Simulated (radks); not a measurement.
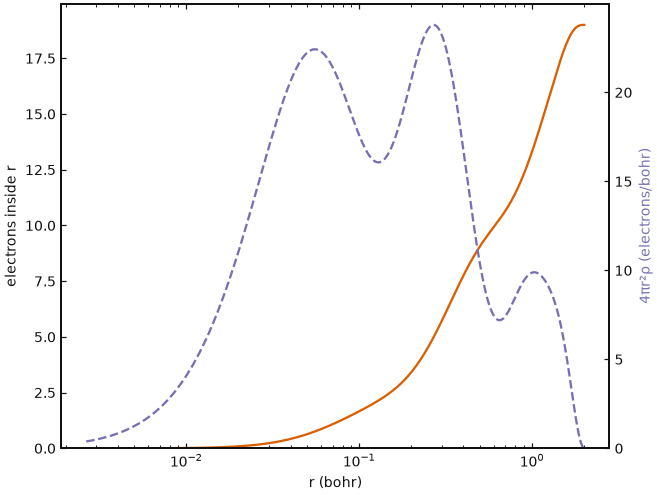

The neutral potassium atom in the configuration [Ar] 4s1. It sits in a hard spherical wall of radius 2 bohr. Level of theory: scalar-relativistic Kohn-Sham, r2SCAN, spin-unpolarised, spherical densities, finite nucleus. Computed with the in-house radial solver radks.

The plot shows the number of electrons inside radius r (solid) and the radial density 4πr²ρ (dashed).

Q: Read the plot.

Answer: The count levels off at 19 electrons. Half of them lie within 0.545 bohr, 90 % within 1.41 bohr and 99 % within 1.75 bohr. The radial density has minima at 0.129 and 0.647 bohr, where the count stands at 2.1 and 10.3; these part the shells that the density resolves.
